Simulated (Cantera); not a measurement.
Charge: 1 mol SiHCl3, 0.17 mol HCl, 67 mol H2, held at 1.00 bar.

These are equilibrium values from Cantera (NASA tables, ideal gas, pure condensed phases), not measurements of a reactor. Candidate condensed phases: Si; 19 gas species. The tables' values for SiCl3 are old estimates; treat these amounts as uncertain. The numbers say what is thermodynamically allowed, not how fast it happens.

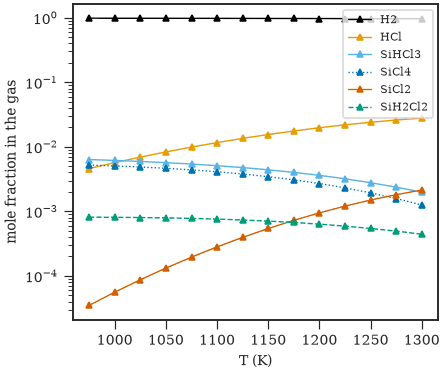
Figure. Equilibrium gas composition (values under 1e-9 drawn at 1e-9)

From 975 K to 1300 K the condensed part is Si(s). The main Si-bearing gas is SiHCl3 at 975 K and SiCl2 at 1300 K. The share of Si in condensed phases is highest at 1300 K (55.1 %) and lowest at 975 K (14.6 %).
